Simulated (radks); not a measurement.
# The Coulomb parameter U of the 4d shell of Ru²⁺

Aim: U as the second difference [E(n + 0.5) + E(n − 0.5) − 2E(n)]/0.5², with all orbitals relaxed. Bare: the atom's charge changes with n. Screened: the 5p shell takes up the change. The start is a model configuration, not necessarily the ground state.

The numbers are computed with radks (a radial shooting solver on a logarithmic mesh, Libxc functionals) version 1 (Dirac Kohn-Sham, PBE, spin-unpolarised, spherical densities, point nucleus; open shells are shared between the two j in proportion to 2j + 1), except any that are marked as measured or tabulated.

### 1 Starting point

| Item | Value |
| --- | --- |
| element | ruthenium (Z = 44) |
| charge | +2 |
| electrons | 42 |
| configuration | [Kr] 4d4 5p2 |

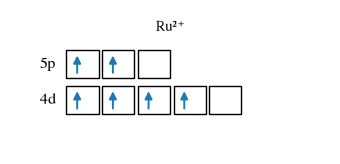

Occupation of the outer shells (arrows by Hund's rule).

In the logs a row gives level, spin channel, occupation and eigenvalue; Etot, Ekin, Encl (electron-nucleus), Eh (Hartree) and Exc are energies, all in hartree; err is the last residual, it the number of iterations.

### 2 Start: [Kr] 4d4 5p2

The run's settings:

```text
Z 44
configuration [Kr] 4d4 5p2
relativity Dirac
functional pbe,pbe
spin unpolarised
j_filling average
nucleus point
c 137.035999084
```

The log of the run:

```text
1s1/2   1   2.0000        -806.97246313
2s1/2   1   2.0000        -117.05272859
2p1/2   1   2.0000        -108.24616972
2p3/2   1   4.0000        -103.43530994
3s1/2   1   2.0000         -21.61150447
3p1/2   1   2.0000         -18.19666210
3p3/2   1   4.0000         -17.37987126
3d3/2   1   4.0000         -11.33992261
3d5/2   1   6.0000         -11.18070718
4s1/2   1   2.0000          -3.96359418
4p1/2   1   2.0000          -2.92943175
4p3/2   1   4.0000          -2.79856605
4d3/2   1   1.6000          -1.23052822
4d5/2   1   2.4000          -1.21438417
5p1/2   1   0.6667          -0.63753470
5p3/2   1   1.3333          -0.62083721
Etot -4529.622210189636
Ekin 4713.912472353755
Encl -10909.932152020454
Eh 1798.8670976896155
Exc -132.46962821255275
err 4.366652630347351e-09
it 14
```

The top filled level is 5p3/2, -16.894 eV.

From the orbitals of this run (lengths in bohr):

| level | occupation | energy (eV) | <r> | outermost maximum (interpolated) | 90 % within | nodes |
| --- | --- | --- | --- | --- | --- | --- |
| 3d5/2 | 6 | -304.24 | 0.3854 | 0.302 | 0.613 | 0 |
| 4s1/2 | 2 | -107.85 | 1.005 | 0.911 | 1.46 | 3 |
| 4p1/2 | 2 | -79.714 | 1.080 | 0.959 | 1.59 | 2 |
| 4p3/2 | 4 | -76.153 | 1.108 | 0.982 | 1.63 | 2 |
| 4d3/2 | 1.6 | -33.484 | 1.400 | 1.15 | 2.16 | 1 |
| 4d5/2 | 2.4 | -33.045 | 1.412 | 1.16 | 2.18 | 1 |
| 5p1/2 | 0.666667 | -17.348 | 2.965 | 2.65 | 4.29 | 3 |
| 5p3/2 | 1.33333 | -16.894 | 3.029 | 2.71 | 4.37 | 3 |

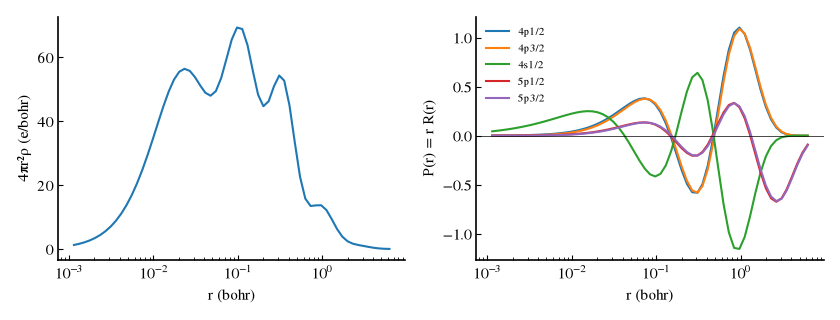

Radial density (left) and radial functions of outer levels (right).

### 3 Bare +0.5: [Kr] 4d4.5 5p2

Input: that of step 2 with these lines changed.

```diff
@@ -1,3 +1,3 @@
 Z 44
-configuration [Kr] 4d4 5p2
+configuration [Kr] 4d4.5 5p2
 relativity Dirac
```

The log of the run:

```text
1s1/2   1   2.0000        -806.69817955
2s1/2   1   2.0000        -116.77297292
2p1/2   1   2.0000        -107.96682015
2p3/2   1   4.0000        -103.15585378
3s1/2   1   2.0000         -21.33612540
3p1/2   1   2.0000         -17.92119009
3p3/2   1   4.0000         -17.10455763
3d3/2   1   4.0000         -11.06381080
3d5/2   1   6.0000         -10.90465541
4s1/2   1   2.0000          -3.70443081
4p1/2   1   2.0000          -2.67467331
4p3/2   1   4.0000          -2.54535846
4d3/2   1   1.8000          -0.99558629
4d5/2   1   2.7000          -0.98018487
5p1/2   1   0.6667          -0.48433068
5p3/2   1   1.3333          -0.47012876
Etot -4530.173429738733
Ekin 4714.424469297842
Encl -10921.906469664576
Eh 1810.0368218444323
Exc -132.72825121643035
err 5.828245279883627e-10
it 15
```

Energy against step 2 (start: [Kr] 4d4 5p2): -14.999 eV. The top filled level is 5p3/2, -12.793 eV.

### 4 Bare -0.5: [Kr] 4d3.5 5p2

Input: that of step 3 with these lines changed.

```diff
@@ -1,3 +1,3 @@
 Z 44
-configuration [Kr] 4d4.5 5p2
+configuration [Kr] 4d3.5 5p2
 relativity Dirac
```

The log of the run:

```text
1s1/2   1   2.0000        -807.26489806
2s1/2   1   2.0000        -117.35100794
2p1/2   1   2.0000        -108.54404976
2p3/2   1   4.0000        -103.73329731
3s1/2   1   2.0000         -21.90430712
3p1/2   1   2.0000         -18.48958174
3p3/2   1   4.0000         -17.67259013
3d3/2   1   4.0000         -11.63358151
3d5/2   1   6.0000         -11.47429093
4s1/2   1   2.0000          -4.23685093
4p1/2   1   2.0000          -3.19786767
4p3/2   1   4.0000          -3.06528878
4d3/2   1   1.4000          -1.47858838
4d5/2   1   2.1000          -1.46168570
5p1/2   1   0.6667          -0.80115819
5p3/2   1   1.3333          -0.78195080
Etot -4528.950405625953
Ekin 4713.282741980524
Encl -10897.169909269007
Eh 1787.1300441400363
Exc -132.1932824775064
err 6.698830788543694e-09
it 13
```

E − E(step 2, start: [Kr] 4d4 5p2) = +18.281 eV. 5p3/2 is the highest filled level (-21.278 eV).

### 5 Screened +0.5: [Kr] 4d4.5 5p1.5

Input: that of step 4 with these lines changed.

```diff
@@ -1,3 +1,3 @@
 Z 44
-configuration [Kr] 4d3.5 5p2
+configuration [Kr] 4d4.5 5p1.5
 relativity Dirac
```

The log of the run:

```text
1s1/2   1   2.0000        -806.85479284
2s1/2   1   2.0000        -116.92804203
2p1/2   1   2.0000        -108.12207764
2p3/2   1   4.0000        -103.31106720
3s1/2   1   2.0000         -21.49066147
3p1/2   1   2.0000         -18.07574186
3p3/2   1   4.0000         -17.25908471
3d3/2   1   4.0000         -11.21831018
3d5/2   1   6.0000         -11.05914761
4s1/2   1   2.0000          -3.85739971
4p1/2   1   2.0000          -2.82743085
4p3/2   1   4.0000          -2.69803519
4d3/2   1   1.8000          -1.14590514
4d5/2   1   2.7000          -1.13038203
5p1/2   1   0.5000          -0.60557290
5p3/2   1   1.0000          -0.58994113
Etot -4529.906118906793
Ekin 4714.162356034461
Encl -10915.003265593543
Eh 1803.5595289298535
Exc -132.62473827756472
err 8.153448989177324e-09
it 13
```

Energy against step 2 (start: [Kr] 4d4 5p2): -7.726 eV. The top filled level is 5p3/2, -16.053 eV.

### 6 Screened -0.5: [Kr] 4d3.5 5p2.5

Input: that of step 5 with these lines changed.

```diff
@@ -1,3 +1,3 @@
 Z 44
-configuration [Kr] 4d4.5 5p1.5
+configuration [Kr] 4d3.5 5p2.5
 relativity Dirac
```

The log of the run:

```text
1s1/2   1   2.0000        -807.09270125
2s1/2   1   2.0000        -117.18058372
2p1/2   1   2.0000        -108.37339383
2p3/2   1   4.0000        -103.56269491
3s1/2   1   2.0000         -21.73486313
3p1/2   1   2.0000         -18.32011130
3p3/2   1   4.0000         -17.50316249
3d3/2   1   4.0000         -11.46414464
3d5/2   1   6.0000         -11.30486729
4s1/2   1   2.0000          -4.07027305
4p1/2   1   2.0000          -3.03169551
4p3/2   1   4.0000          -2.89926836
4d3/2   1   1.4000          -1.31535583
4d5/2   1   2.1000          -1.29858588
5p1/2   1   0.8333          -0.66833830
5p3/2   1   1.6667          -0.65054488
Etot -4529.311449565642
Ekin 4713.6377119508315
Encl -10904.758227843726
Eh 1794.1247770577202
Exc -132.3157107304674
err 3.8139394144822955e-09
it 14
```

E − E(step 2, start: [Kr] 4d4 5p2) = +8.456 eV. 5p3/2 is the highest filled level (-17.702 eV).

### 7 Summary of results

| quantity | value (eV) |
| --- | --- |
| U, bare | 13.125 |
| U, screened by 5p | 2.923 |

In words: Letting 5p compensate leaves 22 % of the bare value; this second difference measures U(4d,4d) + U(5p,5p) − 2U(4d,5p). A solid screens further than the bare atom, so the bare value is an upper guide for the U of a crystal.
